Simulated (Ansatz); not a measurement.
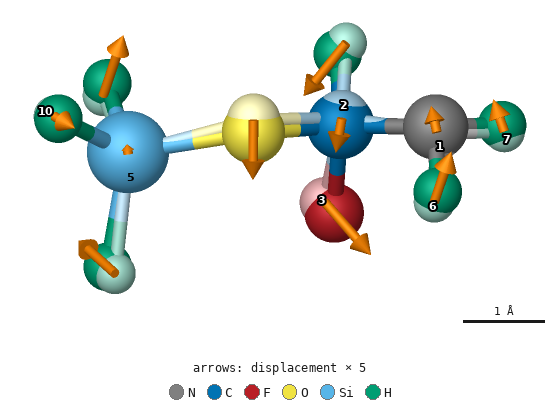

This is a relaxation of CH$_{6}$FNOSi. The starting structure is drawn faded, the final one solid; orange arrows show the displacements, 5 times their true length. The two geometries are superimposed by the best rigid fit.

The picture is a ball-and-stick view, seen from a free direction.

The start comes from PBE-D4/def2-SVP.

Computed with Ansatz 0.2.0, RKS PBE0-D4/def2-TZVP.

Input file:
```yaml
crystal:
  periodic: [false, false, false]
  atoms:
    - {symbol: N, position_ang: [-0.204442, -1.385512, 1.520374]}
    - {symbol: C, position_ang: [0.363817, -0.692257, 0.441534]}
    - {symbol: F, position_ang: [0.010327, -1.247120, -0.841298]}
    - {symbol: O, position_ang: [-0.077493, 0.615369, 0.444124]}
    - {symbol: Si, position_ang: [-0.092431, 1.551940, -0.978218]}
    - {symbol: H, position_ang: [-1.229530, -1.331100, 1.500648]}
    - {symbol: H, position_ang: [0.097524, -2.363984, 1.549518]}
    - {symbol: H, position_ang: [1.476900, -0.773022, 0.468108]}
    - {symbol: H, position_ang: [-1.234310, 1.201671, -1.886385]}
    - {symbol: H, position_ang: [-0.254813, 2.955904, -0.480386]}
    - {symbol: H, position_ang: [1.209851, 1.411110, -1.717420]}
basis:
  gaussian: {orbitals: def2-TZVP}
hamiltonian: {xc: pbe0, dispersion: d4}
relax: {f_tol: 0.005, max_steps: 150}
```

What happened in the run?

The energy falls by 1.53 kcal/mol in 11 geometry steps. The largest force component goes from 0.85 to 0.0024 eV/Å. The largest moves after the best rigid fit, 0.18 Å, are those of F3, H9 and H11. Largest moves by element: F 0.18 Å, H 0.18 Å, O 0.15 Å, C 0.09 Å, N 0.07 Å, Si 0.02 Å. Among the contacts that change: O4–Si5 1.703 → 1.661 Å, C2–F3 1.442 → 1.415 Å, C2–H8 1.116 → 1.096 Å, Si5–H10 1.498 → 1.480 Å.
